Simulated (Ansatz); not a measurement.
# C3H4F4O (SMILES OCC(F)(F)C(F)F) at 6 levels

We compute a comparison of 6 runs (B3LYP/6-31G*, BLYP/6-31G*, PBE0/6-31G*, wB97M-V/6-31G*, wB97X/6-31G*, CCSD/6-31G*) of C3H4F4O. 

The calculation is run with Ansatz 0.2.0.

57 further runs of the same task are left out: 1 that didn't finish, 56 set aside as unsound or not needed. Runs told in other sessions of the task aren't counted.

## (1) The molecule

C3H4F4O has 12 atoms, charge 0, and is taken as a singlet. SMILES: `OCC(F)(F)C(F)F`. The C2–C3 distance was set to 2.273 Å, away from the relaxed value. At this shape a bond of the SMILES string is far longer than usual.

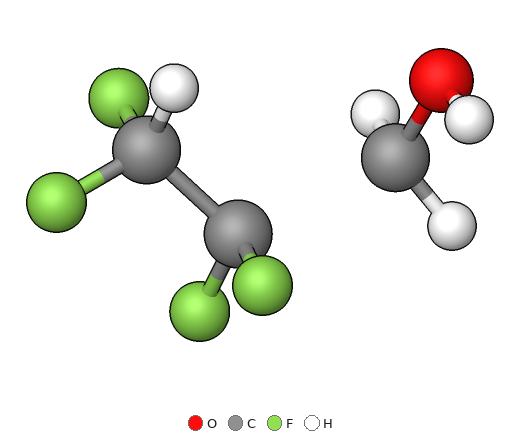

Viewed from a chosen angle; oxygen red, carbon grey, fluorine green, hydrogen white.

## (2) The energy at B3LYP/6-31G(d) (spherical functions) (run 1)

File input.yaml:

```yaml
crystal:
  periodic: [false, false, false]
  atoms:
    - {symbol: O, position_ang: [0.579514, 2.207263, -1.162373]}
    - {symbol: C, position_ang: [1.310194, 1.032153, -0.942733]}
    - {symbol: C, position_ang: [0.229850, -0.361420, 0.491610]}
    - {symbol: F, position_ang: [0.994010, -1.447260, 0.725190]}
    - {symbol: F, position_ang: [0.046940, 0.280610, 1.679320]}
    - {symbol: C, position_ang: [-1.151250, -0.804240, 0.004940]}
    - {symbol: F, position_ang: [-1.008330, -1.466360, -1.163620]}
    - {symbol: F, position_ang: [-1.702680, -1.640700, 0.901800]}
    - {symbol: H, position_ang: [0.579344, 2.721673, -0.349973]}
    - {symbol: H, position_ang: [2.306784, 1.218143, -0.524563]}
    - {symbol: H, position_ang: [1.426194, 0.528363, -1.902833]}
    - {symbol: H, position_ang: [-1.810000, 0.054390, -0.147350]}
basis:
  gaussian:
    orbitals: 6-31G_st_-spherical.json
hamiltonian:
  xc: {name: B3LYP}
accuracy: high
output: {orbitals: {seedname: orbitals}}
```

The basis set 6-31G* is read from a file made from the Basis Set Exchange's data (not shown).

Launch:

```console
ansatz run input.yaml --threads 1 --pin off --max-ram 3480MiB --events-out events.jsonl --progress --plain --runs-dir runs
```

Standard output:

```text
Warning: RAYON_NUM_THREADS=1 ignored (pool sized by the plan → 1); use --threads N
Functional definition: B3LYP
  name "B3LYP"
  parameter a0 = 0.2
  parameter ax = 0.72
  parameter ac = 0.81
  exchange = (1 - a0 - ax)*slater_x + ax*b88_x + a0*exact_x
  correlation = (1 - ac)*vwn_rpa_c + ac*lyp_c
2836 factors; integrals over basis functions are off by at most 8.1e-9 eV
mean field evaluation 1: about -16081.2021 eV, gradient 5.7e1 eV
mean field evaluation 2: about -16067.7719 eV, gradient 9.9e1 eV
mean field evaluation 4: about -16086.8453 eV, gradient 4.1e0 eV
mean field evaluation 8: about -16087.1795 eV, gradient 1.1e0 eV
mean field evaluation 16: about -16087.1823 eV, gradient 2.6e-4 eV
mean field -16087.18232280 eV, -591.1930460789 hartree, gradient 9.5e-8 eV, S^2 0.000000; 0 other end points of the search recorded, 0 dependent functions left out
reference -16087.18235536 eV, -591.1930472755 hartree; 33, 33 occupied and 87, 87 virtual orbitals, 2836 factors
Total energy: -16087.18235536 eV, -591.1930472755 hartree
```

Wall time 17 s (1 thread of Arm Neoverse V1, shared host); peak memory 0.54 GiB.

## (3) A single-point energy at BLYP/6-31G(d) (spherical functions) (run 2)

File run.yaml:

```yaml
crystal:
  periodic: [false, false, false]
  atoms:
    - symbol: O
      position_ang: [0.579514, 2.207263, -1.162373]
    - symbol: C
      position_ang: [1.310194, 1.032153, -0.942733]
    - symbol: C
      position_ang: [0.229850, -0.361420, 0.491610]
    - symbol: F
      position_ang: [0.994010, -1.447260, 0.725190]
    - symbol: F
      position_ang: [0.046940, 0.280610, 1.679320]
    - symbol: C
      position_ang: [-1.151250, -0.804240, 0.004940]
    - symbol: F
      position_ang: [-1.008330, -1.466360, -1.163620]
    - symbol: F
      position_ang: [-1.702680, -1.640700, 0.901800]
    - symbol: H
      position_ang: [0.579344, 2.721673, -0.349973]
    - symbol: H
      position_ang: [2.306784, 1.218143, -0.524563]
    - symbol: H
      position_ang: [1.426194, 0.528363, -1.902833]
    - symbol: H
      position_ang: [-1.810000, 0.054390, -0.147350]
basis:
  gaussian:
    orbitals: 6-31G_st_-spherical.json
hamiltonian:
  xc: {name: BLYP}
accuracy: high
output: {orbitals: {seedname: orbitals}}
```

The basis set 6-31G* is read from a file made from the Basis Set Exchange's data (not shown).

Launch:

```console
ansatz run run.yaml --threads 1 --pin off --max-ram 3480MiB --events-out events.jsonl --progress --plain --runs-dir runs
```

Standard output:

```text
Warning: RAYON_NUM_THREADS=1 ignored (pool sized by the plan → 1); use --threads N
Functional definition: BLYP
  name "BLYP"
  parameter beta = 0.0042
  parameter a = 0.04918
  parameter b = 0.132
  parameter c = 0.2533
  parameter d = 0.349
  exchange = b88_x(beta = beta)
  correlation = lyp_c(a = a, b = b, c = c, d = d)
2836 factors; integrals over basis functions are off by at most 8.1e-9 eV
mean field evaluation 1: about -16077.2648 eV, gradient 6.3e1 eV
mean field evaluation 2: about -16048.7700 eV, gradient 1.3e2 eV
mean field evaluation 4: about -16084.5762 eV, gradient 6.1e0 eV
mean field evaluation 8: about -16084.6535 eV, gradient 5.8e-1 eV
mean field evaluation 16: about -16084.6311 eV, gradient 8.0e-4 eV
mean field -16084.63113748 eV, -591.0992917479 hartree, gradient 4.0e-8 eV, S^2 0.000000; 0 other end points of the search recorded, 0 dependent functions left out
reference -16084.63118275 eV, -591.0992934113 hartree; 33, 33 occupied and 87, 87 virtual orbitals, 2836 factors
Total energy: -16084.63118275 eV, -591.0992934113 hartree
```

It took 14 s on 1 thread of Arm Neoverse V1, shared host; peak memory 0.39 GiB.

Runs 3 to 4 aren't shown in full; the table further down has their settings and results.

## (4) The energy at wB97X/6-31G(d) (spherical functions) (run 5)

File molecule.yaml:

```yaml
basis:
  gaussian:
    orbitals: 6-31G_st_-spherical.json
crystal:
  periodic: [false, false, false]
  atoms:
    - symbol: O
      position_ang: [0.579514, 2.207263, -1.162373]
    - symbol: C
      position_ang: [1.310194, 1.032153, -0.942733]
    - symbol: C
      position_ang: [0.229850, -0.361420, 0.491610]
    - symbol: F
      position_ang: [0.994010, -1.447260, 0.725190]
    - symbol: F
      position_ang: [0.046940, 0.280610, 1.679320]
    - symbol: C
      position_ang: [-1.151250, -0.804240, 0.004940]
    - symbol: F
      position_ang: [-1.008330, -1.466360, -1.163620]
    - symbol: F
      position_ang: [-1.702680, -1.640700, 0.901800]
    - symbol: H
      position_ang: [0.579344, 2.721673, -0.349973]
    - symbol: H
      position_ang: [2.306784, 1.218143, -0.524563]
    - symbol: H
      position_ang: [1.426194, 0.528363, -1.902833]
    - symbol: H
      position_ang: [-1.810000, 0.054390, -0.147350]
hamiltonian:
  xc: {name: wB97X}
accuracy: high
output:
  orbitals: {seedname: orbitals}
```

The basis set 6-31G* is read from a file made from the Basis Set Exchange's data (not shown).

Launch:

```console
ansatz run molecule.yaml --threads 1 --pin off --max-ram 3480MiB --events-out events.jsonl --progress --plain --runs-dir runs
```

Standard output:

```text
Warning: RAYON_NUM_THREADS=1 ignored (pool sized by the plan → 1); use --threads N
Functional definition: wB97X
  name "wB97X"
  parameter omega = 0.3/bohr
  parameter cx = 0.157706
  parameter cx1 = 0.726479
  parameter cx2 = 1.04760
  parameter cx3 = -5.70635
  parameter cx4 = 13.2794
  parameter css1 = -4.33879
  parameter css2 = 18.2308
  parameter css3 = -31.7430
  parameter css4 = 17.2901
  parameter cos1 = 2.37031
  parameter cos2 = -11.3995
  parameter cos3 = 6.58405
  parameter cos4 = -3.78132
  exchange = spin_sum(e_x_unif_sr(omega)*poly(b97_u_x, 1 - cx, cx1, cx2, cx3, cx4)) + cx*exact_x_sr(omega)
      + exact_x_lr(omega)
  correlation = spin_sum(e_c_pw_same_spin*poly(b97_u_same, 1, css1, css2, css3, css4))
      + integral(e_c_pw_opposite_spin*poly(b97_u_opposite, 1, cos1, cos2, cos3, cos4))
2836 factors; integrals over basis functions are off by at most 8.1e-9 eV
440 factors; integrals over basis functions are off by at most 1.5e-9 eV
mean field evaluation 1: about -16077.7343 eV, gradient 5.6e1 eV
mean field evaluation 2: about -16076.2212 eV, gradient 6.6e1 eV
mean field evaluation 4: about -16083.3200 eV, gradient 1.5e0 eV
mean field evaluation 8: about -16083.5621 eV, gradient 1.8e-1 eV
mean field evaluation 16: about -16083.5622 eV, gradient 1.6e-4 eV
mean field -16083.56216883 eV, -591.0600078746 hartree, gradient 9.0e-8 eV, S^2 0.000000; 0 other end points of the search recorded, 0 dependent functions left out
reference -16083.56216696 eV, -591.0600078060 hartree; 33, 33 occupied and 87, 87 virtual orbitals, 2836 factors
Total energy: -16083.56216696 eV, -591.0600078060 hartree
```

It took 53 s on 1 thread of Arm Neoverse V1, shared host; peak memory 0.85 GiB.

## (5) A single-point energy at CCSD/6-31G(d) (spherical functions) (run 6)

File run.yaml:

```yaml
crystal:
  periodic: [false, false, false]
  atoms:
    - {symbol: O, position_ang: [0.579514, 2.207263, -1.162373]}
    - {symbol: C, position_ang: [1.310194, 1.032153, -0.942733]}
    - {symbol: C, position_ang: [0.229850, -0.361420, 0.491610]}
    - {symbol: F, position_ang: [0.994010, -1.447260, 0.725190]}
    - {symbol: F, position_ang: [0.046940, 0.280610, 1.679320]}
    - {symbol: C, position_ang: [-1.151250, -0.804240, 0.004940]}
    - {symbol: F, position_ang: [-1.008330, -1.466360, -1.163620]}
    - {symbol: F, position_ang: [-1.702680, -1.640700, 0.901800]}
    - {symbol: H, position_ang: [0.579344, 2.721673, -0.349973]}
    - {symbol: H, position_ang: [2.306784, 1.218143, -0.524563]}
    - {symbol: H, position_ang: [1.426194, 0.528363, -1.902833]}
    - {symbol: H, position_ang: [-1.810000, 0.054390, -0.147350]}
basis:
  gaussian:
    orbitals: 6-31G_st_-spherical.json
correlation:
  method: ccsd
  frozen_orbitals: {C: 1, F: 1, H: 0, O: 1}
accuracy: high
scf:
  omitted_lower_state_checks: [cluster_reference, increment]
```

The basis set 6-31G* is read from a file made from the Basis Set Exchange's data (not shown).

Launch:

```console
ansatz run run.yaml --threads 1 --pin off --max-ram 3480MiB --events-out events.jsonl --progress --plain --runs-dir runs
```

Standard output:

```text
Warning: RAYON_NUM_THREADS=1 ignored (pool sized by the plan → 1); use --threads N
Functional definition: HF
  name "HF"
  exchange = exact_x
  correlation = 0
these checks for a lower state are left out or cut short: cluster_reference, increment
2836 factors; integrals over basis functions are off by at most 8.1e-9 eV
mean field evaluation 1: about -16005.7503 eV, gradient 5.2e1 eV
mean field evaluation 2: about -16005.8591 eV, gradient 5.2e1 eV
mean field evaluation 4: about -16011.4652 eV, gradient 4.6e0 eV
mean field evaluation 8: about -16011.5511 eV, gradient 3.6e-1 eV
mean field evaluation 16: about -16011.5519 eV, gradient 2.2e-8 eV
mean field -16011.55185015 eV, -588.4136774734 hartree, gradient 2.2e-8 eV, S^2 0.000000; 0 other end points of the search recorded, 0 dependent functions left out; unrestricted orbitals would lower it
8 core orbitals not correlated: weight in the atoms' cores, before any rotation towards them, 1.000 or more for the frozen orbitals, at most 0.000 for the correlated occupied ones
reference -16011.55185015 eV, -588.4136774734 hartree; 25, 25 occupied and 87, 87 virtual orbitals, 2836 factors
second order -33.89011802 eV of doubles, -0.00000000 eV of singles
cycle   1  -33.73934255 eV  change    1.5e-1 eV  update   1.5e-1
cycle   2  -34.59090887 eV  change   -8.5e-1 eV  update   4.6e-2
cycle   3  -34.84097838 eV  change   -2.5e-1 eV  update   2.5e-2
cycle   4  -34.83990605 eV  change    1.1e-3 eV  update   6.3e-3
cycle   5  -34.83313056 eV  change    6.8e-3 eV  update   2.9e-3
cycle   6  -34.83373551 eV  change   -6.0e-4 eV  update   8.6e-4
cycle   7  -34.83330400 eV  change    4.3e-4 eV  update   3.7e-4
cycle   8  -34.83292889 eV  change    3.8e-4 eV  update   1.3e-4
cycle   9  -34.83295043 eV  change   -2.2e-5 eV  update   6.2e-5
cycle  10  -34.83303604 eV  change   -8.6e-5 eV  update   2.1e-5
cycle  11  -34.83301457 eV  change    2.1e-5 eV  update   7.2e-6
cycle  12  -34.83301880 eV  change   -4.2e-6 eV  update   3.4e-6
cycle  13  -34.83301799 eV  change    8.1e-7 eV  update   1.0e-6
cycle  14  -34.83301836 eV  change   -3.7e-7 eV  update   5.1e-7
cycle  15  -34.83301874 eV  change   -3.8e-7 eV  update   2.1e-7
cycle  16  -34.83301902 eV  change   -2.8e-7 eV  update   1.0e-7
cycle  17  -34.83301912 eV  change   -1.0e-7 eV  update   6.2e-8
cycle  18  -34.83301911 eV  change    1.3e-8 eV  update   3.8e-8
cycle  19  -34.83301900 eV  change    1.1e-7 eV  update   1.4e-7
cycle  20  -34.83301901 eV  change   -8.1e-9 eV  update   3.1e-8
cycle  21  -34.83301901 eV  change   -2.1e-9 eV  update   1.0e-8
cycle  22  -34.83301901 eV  change   -1.8e-9 eV  update   4.3e-9
Total energy: -16046.38486916 eV, -589.6937673114 hartree
Checks for a lower state left out: cluster_reference, increment
```

Wall time 2 min (1 thread of Arm Neoverse V1, shared host); peak memory 1.5 GiB.

## (6) Overview of the runs

| run | level | frozen core orbitals | energy (Eh) | HOMO energy (eV) | LUMO energy (eV) | HOMO–LUMO gap (eV) | wall time |
| --- | --- | --- | --- | --- | --- | --- | --- |
| 1 | B3LYP/6-31G* (spherical functions) | – | -591.193047 | -6.76 | -0.97 | 5.79 | 17 s |
| 2 | BLYP/6-31G* (spherical functions) | – | -591.099293 | -5.41 | -1.41 | 4.00 | 14 s |
| 3 | PBE0/6-31G* (spherical functions) | – | -590.606123 | -7.02 | -0.74 | 6.28 | 18 s |
| 4 | wB97M-V/6-31G* (spherical functions) | – | -591.028863 | -9.09 | 1.43 | 10.52 | 2.7 min |
| 5 | wB97X/6-31G* (spherical functions) | – | -591.060008 | -9.26 | 1.47 | 10.73 | 53 s |
| 6 | CCSD/6-31G* (spherical functions) | 8 | -589.693767 | – | – | – | 2 min |

## (7) Results

```
                                          quantity          value
                               run 6: total energy  -589.69377 Eh
run 6: correlation energy (8 core orbitals frozen)    -1280.1 mEh
                              run 6: T1 diagnostic          0.014
```

Over runs 1, 2, 3, 4, 5 the HOMO–LUMO gap runs from 4.00 eV (BLYP/6-31G*) to 10.73 eV (wB97X/6-31G*). Totals of different functionals can't be ranked against each other. In run 6 the log says that unrestricted orbitals would lower the reference, so the values rest on an unstable closed-shell determinant (other closed-shell runs at this shape may share the fault). In all runs a closed-shell determinant meets a far-stretched bond; if it breaks into open shells, such a determinant describes it badly, and no broken-symmetry solution was shown. All runs together took 6.4 min, the longest 2.7 min.
